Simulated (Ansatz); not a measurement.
Pt, pressure series

Base system: Pt in the fcc (Cu type) structure (space group Fm-3m, No. 225; a = 3.918 Å).

Cell and atoms are relaxed at each pressure.

Computed with PBEsol, PAW, 420 eV (Ansatz, a first-principles code; without spin-orbit coupling).

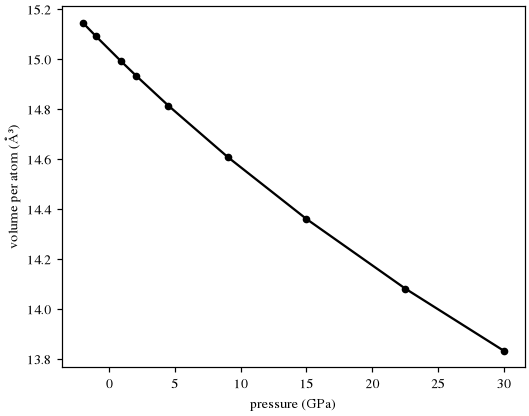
Figure. Volume against pressure

Q: Estimate the zero-pressure bulk modulus from the plot.

A: About 290 GPa; a third-order Birch–Murnaghan fit to the points gives V₀ = 15.04 Å³/atom, B₀ = 287 GPa and B₀′ = 5.3.

Measured bulk modulus of Pt: 289 GPa (static lattice; corrected from measurement; as listed in H. Levämäki et al., Physical Review B (2014)); the computed value is 1 % below it.

Load acts through the strain it causes; cell and atoms are relaxed under it. No phonon test of stability was made. Competing high-pressure phases were not computed. The final runs are not spin-polarised.
